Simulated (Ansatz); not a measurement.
C$_{3}$HN$_{3}$O$_{3}$Si (SMILES O=C=N[SiH](N=C=O)N=C=O)

Input

```
crystal:
  periodic: [false, false, false]
  atoms:
    - {symbol: O, position_ang: [-3.019354, -0.400298, 2.365628]}
    - {symbol: C, position_ang: [-2.001065, -0.302109, 1.815802]}
    - {symbol: N, position_ang: [-0.952701, -0.201514, 1.255564]}
    - {symbol: Si, position_ang: [0.517449, -0.061030, 0.440360]}
    - {symbol: N, position_ang: [0.580627, 1.440437, -0.325961]}
    - {symbol: C, position_ang: [0.616685, 2.498394, -0.875929]}
    - {symbol: O, position_ang: [0.655178, 3.529534, -1.408974]}
    - {symbol: N, position_ang: [0.620907, -1.278049, -0.723201]}
    - {symbol: C, position_ang: [0.679069, -2.132500, -1.553617]}
    - {symbol: O, position_ang: [0.739791, -2.966123, -2.359995]}
    - {symbol: H, position_ang: [1.628716, -0.183643, 1.390823]}
basis:
  gaussian: {orbitals: def2-TZVPP}
hamiltonian: {xc: pbe0, dispersion: d4}
output: {orbitals: {seedname: orbitals}}
```

Run with:

```sh
ansatz run in.yaml --threads 2 --pin off --events-out ev --progress --plain --max-ram 22528MiB --backend cuda --devices 0, --max-vram 18GiB
```

Geometry: PBE0-D4/def2-TZVP.

Level of theory: RKS PBE0-D4/def2-TZVPP (Ansatz 0.2.0).

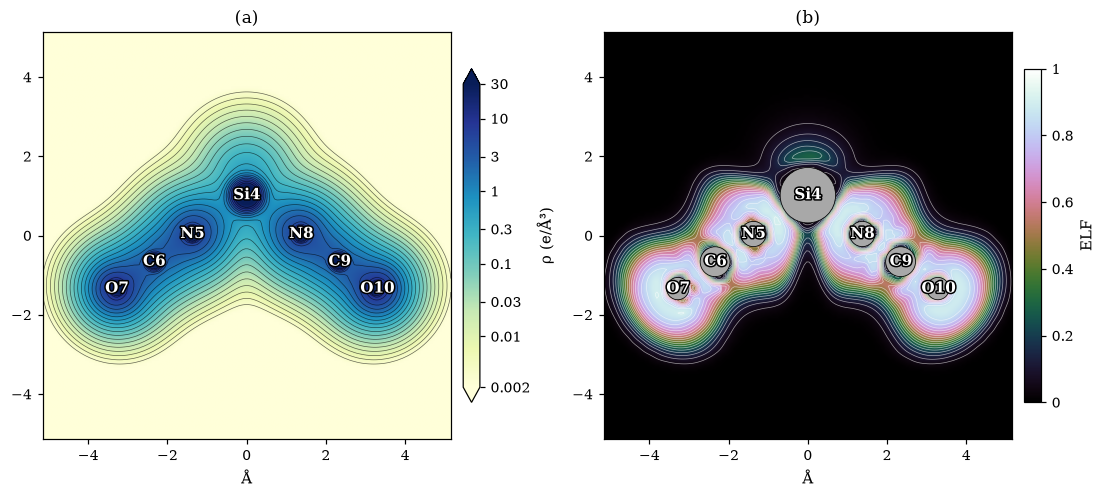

Figure 1. (a) electron density; (b) electron localisation function on the plane of atoms N5, Si4 and N8. Grey discs cover the atomic cores in the ELF map.

### Interpret the plot.

- The plane passes through Si, N, C and O nuclei.
- C–O (1.16 Å): the density is about 3.7 e/Å³ at the midpoint; the ELF peaks at about 0.85 between the atoms: a short, multiple covalent bond.
- C–N (1.19 Å): the density is about 3.2 e/Å³ at the midpoint; the ELF peaks at about 0.85 between the atoms: a short, multiple covalent bond.
- Si–N (1.69 Å): ρ is about 1.1 e/Å³ halfway; the ELF peaks at about 0.90 between the atoms (a polar covalent bond).
- The ELF also peaks beside O7 and O10, away from the bonds: lone-pair regions.

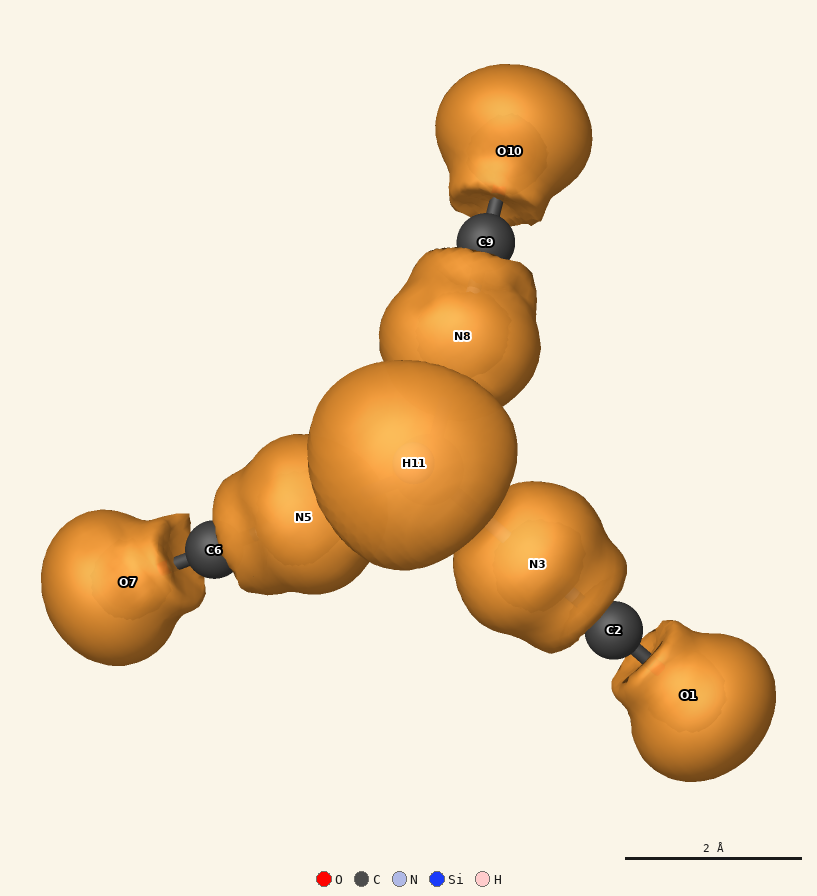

Figure 2. Isosurface of the electron localisation function at 0.75 (orange), seen across its widest extent. Core shells and regions of very low density are left out.

### Identify the bonds, lone pairs and shells in this picture.

At this value the surface marks out one region around a hydrogen nucleus, three regions on N in which the atom's valence shell and bonds are merged and three regions on O in which the atom's valence shell and bonds are merged.

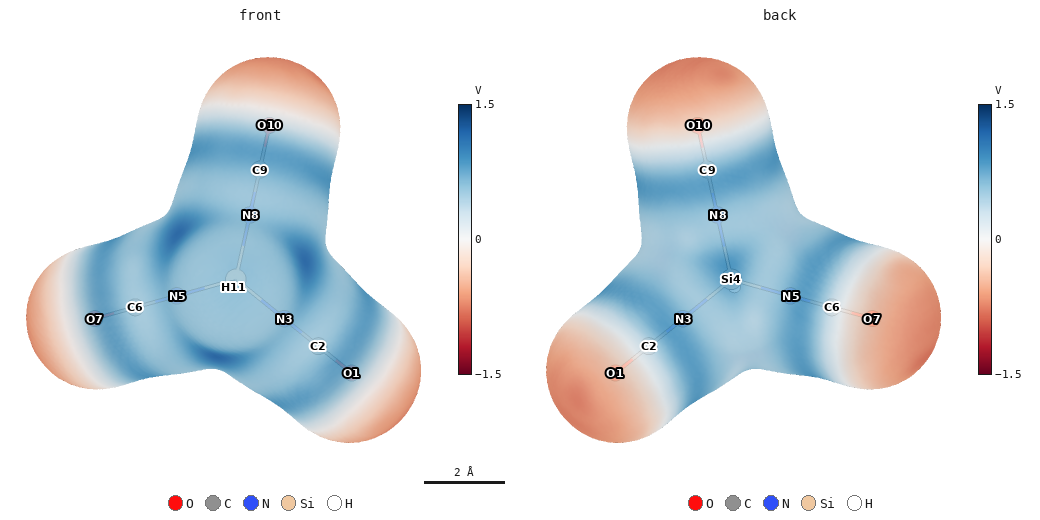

Figure 3. The molecular electrostatic potential painted on the density surface at 0.001 e/bohr³, seen from the front and from behind; red is negative and blue positive.

### Describe the electrostatic potential map.

The most negative region (about −0.8 V, or −18 kcal/mol for a unit charge) lies over O1, O7 and O10, the most positive (about +1.2 V, or +28 kcal/mol for a unit charge) over Si4.

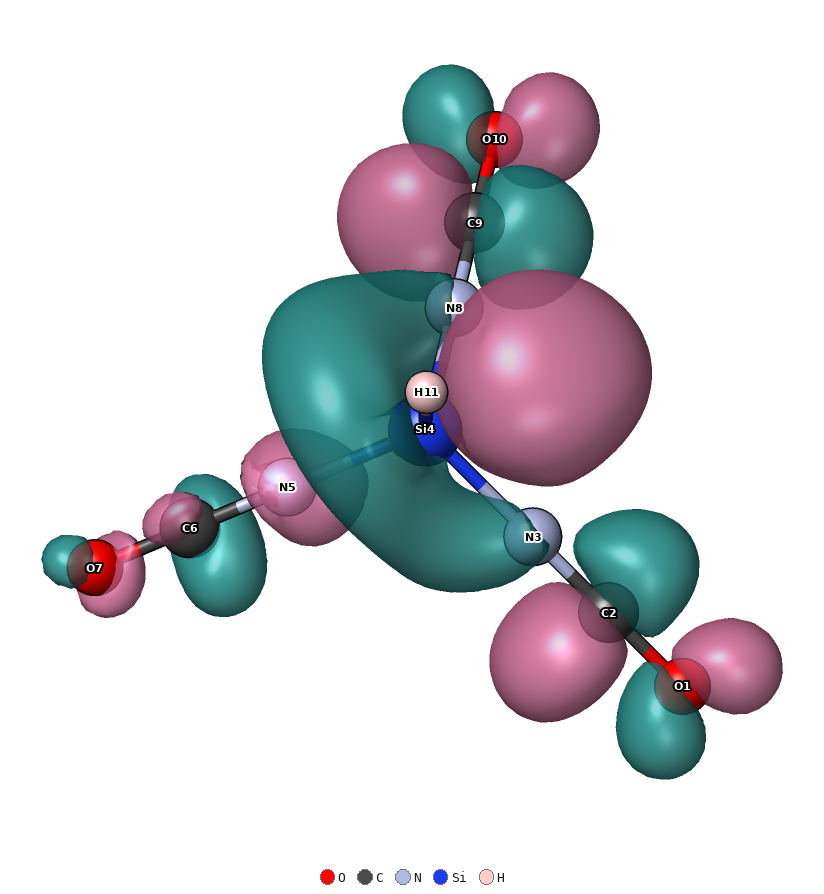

Figure 4. The LUMO at ±0.08 Å⁻³ᐟ² (teal and pink are the two phases), seen at an oblique angle.

### Where does this orbital lie, and at what energy?

By Hirshfeld shares it lies mainly on Si4 (about 30 %), C9 (about 15 %), C2 (about 10 %), C6 (about 10 %), N8 (about 5 %), N5 (about 5 %) and N3 (about 5 %). It is one of a degenerate set, so its orientation is arbitrary. Its energy is −0.29 eV.
